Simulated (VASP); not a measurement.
Band structure of TeSe2 (space group R-3m). Level of theory: PBE GGA, VASP's PBE PAW potentials (set 64) (plane waves; VASP).

Unless said otherwise, spin-orbit coupling is left out, though it shifts the bands of the heavy elements here.

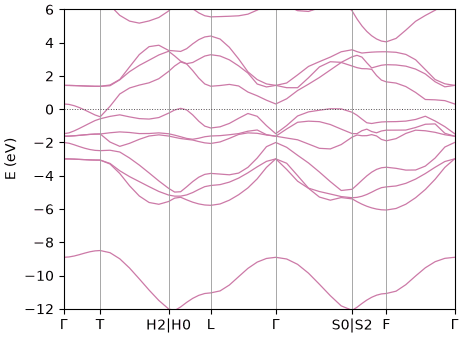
Fig. 1. Bands along high-symmetry lines, zero at the valence-band maximum or, without a gap, the Fermi level

Read the plot: is there a gap, and where are the band edges?

It has no gap at this level: it comes out as a metal or semimetal.

The structure was generated: TeSe2 was put into an ordered model structure, which need not be its known phase. The cell was not relaxed at this level. The k-mesh is coarse (spacing up to 0.37 per Å, 2π included), so the numbers may not be converged in it.
